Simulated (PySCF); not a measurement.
Molecule: SMILES CC(=O)O[Si](C)(C)O, singlet. Atoms near the plane z = 0.0 Å, at the GFN2-xTB optimised geometry (x, y, z in Å): Si5 (-0.2, -0.7, 0.0), C6 (-1.0, 1.0, 0.0), C7 (1.7, -0.7, 0.0), H12 (-0.6, 1.7, -0.8), H13 (-0.9, 1.5, 1.0), H14 (-2.1, 1.0, -0.2), H15 (2.1, -0.1, -0.8), H16 (2.1, -1.7, -0.1), H17 (2.0, -0.3, 0.9).

Method: B3LYP/def2-SVP (PySCF). Cells within 0.4 Å of a nucleus heavier than hydrogen are left out (blank, or x). The values are rescaled to run from 0 to 1.

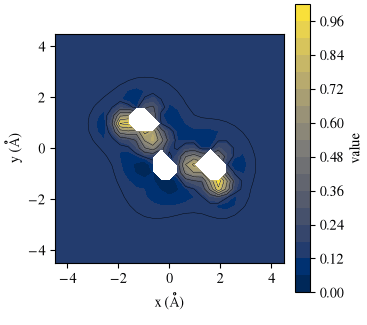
Figure. a field on the plane z = 0.0 Å.

### Question
Which quantity is mapped?
(A) deformation density (molecule minus spherical neutral atoms)
(B) electrostatic potential
(C) log10 of the electron density
(D) electron localisation function

### Answer
A, deformation density (molecule minus spherical neutral atoms). In full: deformation density (molecule minus spherical neutral atoms) (e/bohr³).
